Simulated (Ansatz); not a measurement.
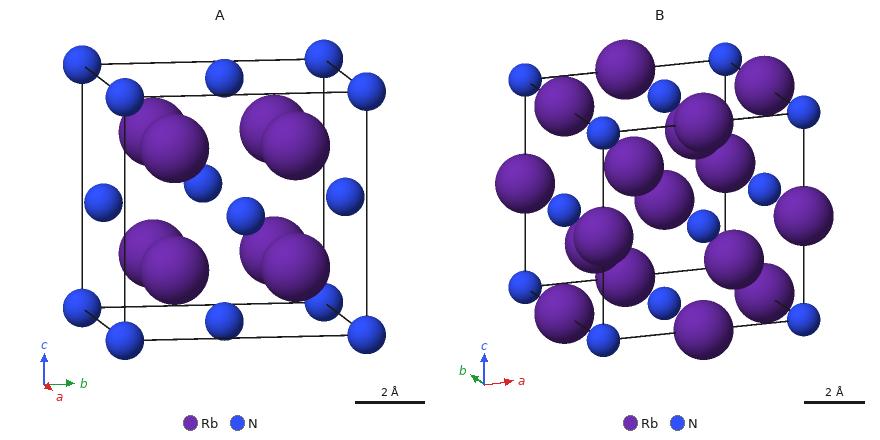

Two structures of Rb2N, each relaxed to rest (conventional cells in solid outline, small ones repeated, not to one scale). Method: DFT PBE, scalar-relativistic, plane waves, PAW (Ansatz 0.2.0), with collinear spins.

Question: What are the two structures?

Answer: A: antifluorite, Fm-3m. B: 12 atoms a cell on a face-centred cubic lattice, F-43m.

Question: Compare their energies: which is lower?

Answer: A is lower, by 354 meV/atom at this level of theory (energies at zero smearing). Volumes: A 30.7, B 31.6 Å³/atom.

One or both may be structure types tried for this composition rather than known phases.
